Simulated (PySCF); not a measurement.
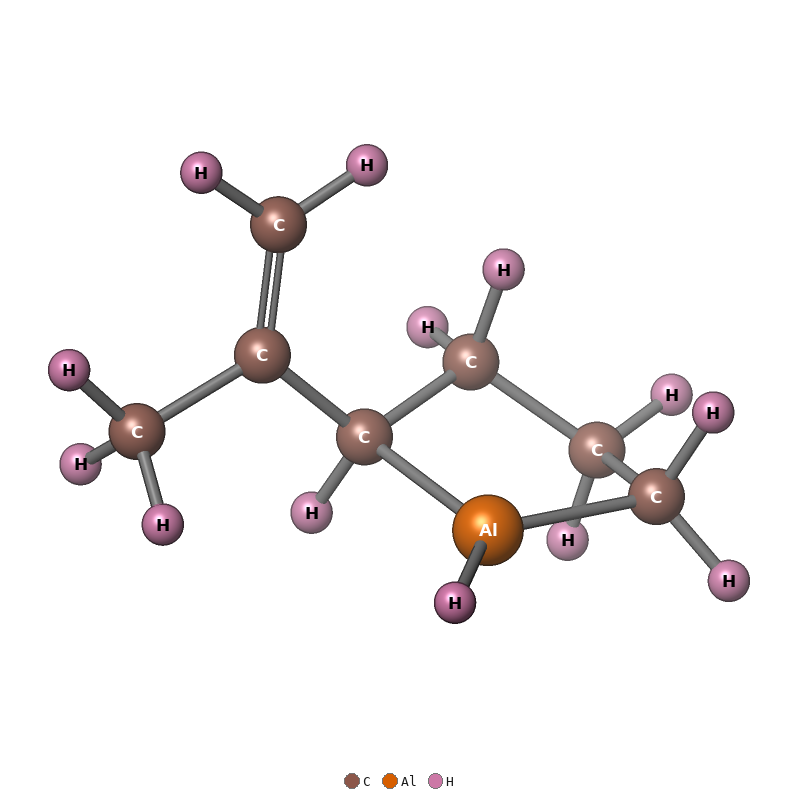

Depth is shown by fading: the farther an atom, the more it takes the colour of the background. Computed geometry: PBE0-D3(BJ)/def2-SVP optimisation. No frequency run is at hand to confirm it as a minimum.

### Which symmetry elements does this geometry have?

It has no symmetry element but the identity, so the point group is C1. The group has 1 operation. The geometry is chiral, and symmetry allows a dipole moment.
